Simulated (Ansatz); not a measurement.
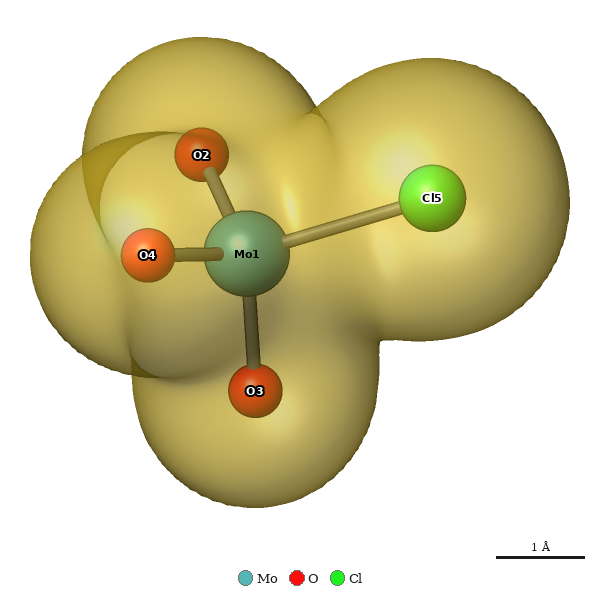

Figure. ClMoO3 (charge −1). Isosurface of the electron density at 0.05 e/Å³ (yellow), seen at an oblique angle.

Geometry: r2SCAN-D4/def2-SVPD; core potentials replace the inner electrons of Mo.

Level of theory: RKS PBE0-D4/def2-TZVPD in Ansatz 0.2.0.

```yaml
atoms:
  - { symbol: Mo, position_ang: [0.0609, 0.1054, 0.0438] }
  - { symbol: O, position_ang: [0.0704, 0.0865, 1.7701] }
  - { symbol: O, position_ang: [1.6847, 0.1153, -0.5423] }
  - { symbol: O, position_ang: [-0.7624, 1.5168, -0.5134] }
  - { symbol: Cl, position_ang: [-1.0536, -1.8240, -0.7581] }
```

Q: How is the density connected at this value?

A: At this value the surface is in one piece. It bridges the sampled Mo–O (1.73 Å) and Mo–Cl (2.37 Å) contacts, where the density stays above the isovalue. On the grid the lowest density along these lines, outside the cores, is 1.7 e/Å³ (Mo–O, 1.73 Å) and 0.58 e/Å³ (Mo–Cl, 2.37 Å).
